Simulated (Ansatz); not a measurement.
System: BClH$_{5}$NSi (SMILES B[SiH](N)Cl).

```yaml
atoms:
  - { symbol: B, position_ang: [-0.6216, 1.4159, -0.6288] }
  - { symbol: Si, position_ang: [0.3658, -0.3259, -0.3503] }
  - { symbol: N, position_ang: [0.4849, -0.7411, 1.3060] }
  - { symbol: Cl, position_ang: [-0.8312, -1.6562, -1.4791] }
  - { symbol: H, position_ang: [-0.3411, 2.1724, -1.5154] }
  - { symbol: H, position_ang: [-1.5620, 1.6902, 0.0644] }
  - { symbol: H, position_ang: [1.7177, -0.4364, -0.9281] }
  - { symbol: H, position_ang: [1.0892, -1.4793, 1.6126] }
  - { symbol: H, position_ang: [-0.3016, -0.6396, 1.9186] }
```

Theory: RHF/def2-SVP in Ansatz 0.2.0.

What will maps of the electron density and electron localisation function show?

Si–B (2.02 Å): ρ is about 0.87 e/Å³ halfway; the ELF peaks at about 1 between the atoms, as expected for a covalent bond.
Si–Cl (2.12 Å): the density is about 0.78 e/Å³ at the midpoint; the ELF peaks at about 0.90 between the atoms (a polar covalent bond).

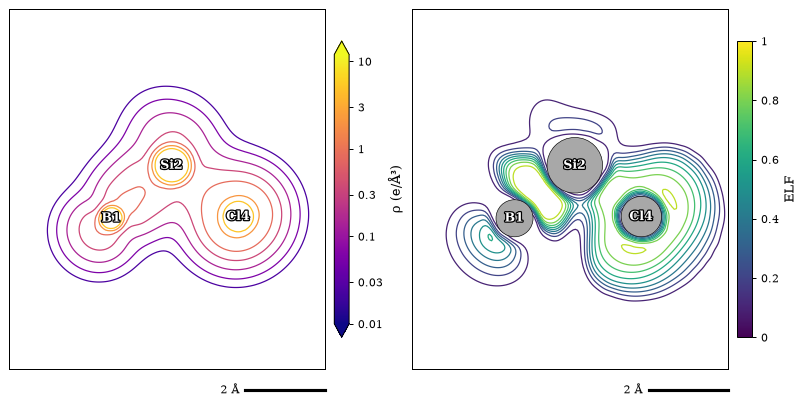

Computed electron density and electron localisation function on the plane of atoms B1, Si2 and Cl4, in this order. Grey discs cover the atomic cores in the ELF map. 
